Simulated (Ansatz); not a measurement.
Process, species as SMILES: [CH] (CH) → C atom + H atom
B3LYP-D3(BJ)/def2-TZVP geometries, fixed; electronic energies without zero-point terms.
Largest species:
```
C
H 1 1.1235
```
Charge 0, spin multiplicity 2.

Basis-set convergence of the atomisation energy at MP2 with Ansatz (an electronic-structure program). Cartesian d functions, on some or all atoms, in 6-31G*; all else is spherical. Cores are frozen. The T1 diagnostic of CCSD is high for at least one species. An unrestricted Hartree-Fock determinant is markedly spin-contaminated. Open shells are unrestricted. No added dispersion term, no relativity. Functions are those of the species that has most. Reference: Hartree-Fock in aug-cc-pV5Z plus the correlation part extrapolated as X^-3 from aug-cc-pVQZ and aug-cc-pV5Z, 77.31 kcal/mol, itself unsure by roughly 0.12 kcal/mol (a third of the extrapolation step and of the last Hartree-Fock step). Deviations are taken from unrounded values.

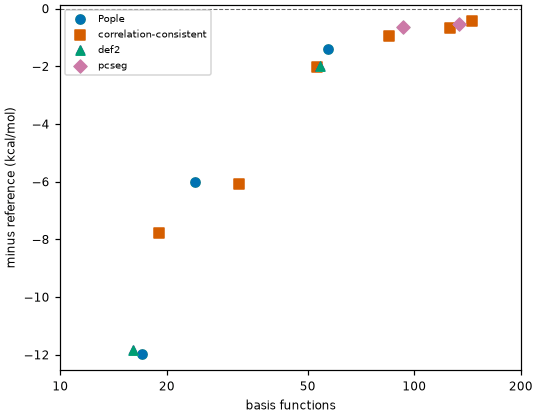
*Deviation from the reference against the number of basis functions, by family of sets.*

```
basis              functions  atomisation energy (kcal/mol)  minus reference (kcal/mol)
-----------------  ---------  -----------------------------  --------------------------
def2-SV(P)                16                          65.47                      -11.84
6-31G*                    17                          65.34                      -11.97
cc-pVDZ                   19                          69.55                       -7.77
6-311G**                  24                          71.32                       -6.00
aug-cc-pVDZ               32                          71.22                       -6.10
jun-cc-pV(T+d)Z           53                          75.27                       -2.04
def2-TZVPPD               54                          75.32                       -2.00
6-311++G(3df,3pd)         57                          75.90                       -1.42
cc-pVQZ                   85                          76.36                       -0.96
pcseg-3                   93                          76.68                       -0.64
aug-cc-pVQZ              126                          76.65                       -0.66
aug-pcseg-3              134                          76.79                       -0.52
cc-pV5Z                  146                          76.87                       -0.45
```
